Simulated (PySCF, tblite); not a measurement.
# C4H8OPSi radical: geometry, infrared bands and EPR parameters

Wanted: the infrared bands and EPR parameters of C4H8OPSi radical (`O=CC/C=C/[SiH]P`), by calculation.

Computed with tblite 0.8.0 and PySCF 2.14.0, with density-fitted response routines of our own, on a single molecule in the gas phase. Atoms are numbered from 0 throughout.

**1. Starting geometry**

15 atoms, charge 0, multiplicity 2; geometry from: force field or distance geometry start.

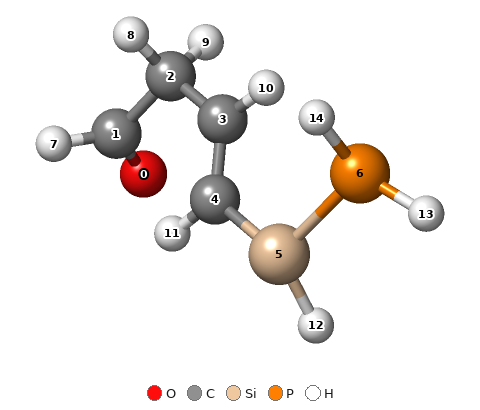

The starting geometry (oxygen red, carbon grey, silicon light orange, phosphorus orange, hydrogen white), atoms numbered; sticks join atoms by distance.

**2. Relaxing the molecule with GFN2-xTB**

Job settings and geometry (Å):

```
{"job": {"kind": "relax", "xc": "GFN2-xTB", "basis": "xTB"}, "charge": 0, "multiplicity": 2}
O     -2.635100    -1.655800    -0.322100
C     -2.520700    -0.537600     0.194700
C     -1.851400     0.549900    -0.568400
C     -0.380000     0.408200    -0.500500
C      0.149800    -0.600200     0.196800
Si     1.978800    -0.795900     0.287400
P      3.030100     0.781900    -0.800200
H     -2.879100    -0.407000     1.217200
H     -2.129800     1.496400    -0.071800
H     -2.245800     0.532400    -1.608200
H      0.275900     1.103800    -1.002300
H     -0.478500    -1.329200     0.700800
H      2.420800    -2.137700     0.031000
H      4.420600     0.494600    -1.076900
H      2.840100     2.104000    -0.204900
```

Run with:

```sh
$ OMP_NUM_THREADS=1 python probes_run.py task.json out
```

One launch serves the whole session: the jobs run in the order shown.

**Question.** This job is followed by: GFN2-xTB harmonic vibrations, gas phase; UKS B3LYP, pcH-1 on C H O P Si, non-relativistic, mean-field spin-orbit, GIAO. Predict these results of the whole session: strongest single infrared mode (GFN2-xTB); zero-point energy (GFN2-xTB); g(iso) (B3LYP); ⟨S²⟩; largest a(iso) (averaged by class); surface potential, least and greatest.

As calculated:

```
                                 quantity                    value
strongest single infrared mode (GFN2-xTB)    1788 cm⁻¹, 478 km/mol
             zero-point energy (GFN2-xTB)            64.3 kcal/mol
                           g(iso) (B3LYP)                  2.00356
                                     ⟨S²⟩       0.756 (exact 0.75)
       largest a(iso) (averaged by class)  29Si on Si5, -422.5 MHz
    surface potential, least and greatest       -1.54 V and 1.18 V
```

The optimisation took 116 steps and gained 1.120 eV; among the close pairs (by a distance rule), P6–H14 changed most, from 1.462 to 1.386 Å. All 39 modes are real, so the xTB geometry is a minimum. The strongest single mode, at 1788 cm⁻¹, moves mainly C1 and O0. Unscaled tight-binding wavenumbers are off by several per cent, some by more. Its intensities can rank the bands wrongly. Most of the unpaired spin sits on Si5 (0.82 e). The isotropic g lies 1.2 ppt above the free-electron value.
